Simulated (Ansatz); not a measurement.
**A computed series for TiAl: response to strain**

Take TiAl (space group P4/mmm, No. 123; a = 2.813 Å, c = 4.062 Å; relaxed with 0.1 eV smearing) as the base. Axes: x, y, z lie along a, b, c of the conventional cell.

Strains are applied to the cell and any free atomic positions relax; under biaxial strain the out-of-plane vector relaxes too.

Computed with r2SCAN/PAW in Ansatz (an electronic-structure program), no spin-orbit coupling.

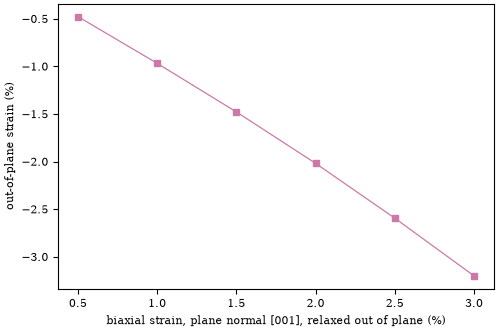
Figure. Out-of-plane strain against biaxial strain, plane normal [001], relaxed out of plane

| biaxial strain, plane normal [001], relaxed out of plane (%) | out-of-plane strain |
|---|---|
| 0.5 | -0.48 % |
| 1 | -0.97 % |
| 1.5 | -1.48 % |
| 2 | -2.02 % |
| 2.5 | -2.59 % |
| 3 | -3.20 % |

Stability against distortions was not tested. The final runs are not spin-polarised.
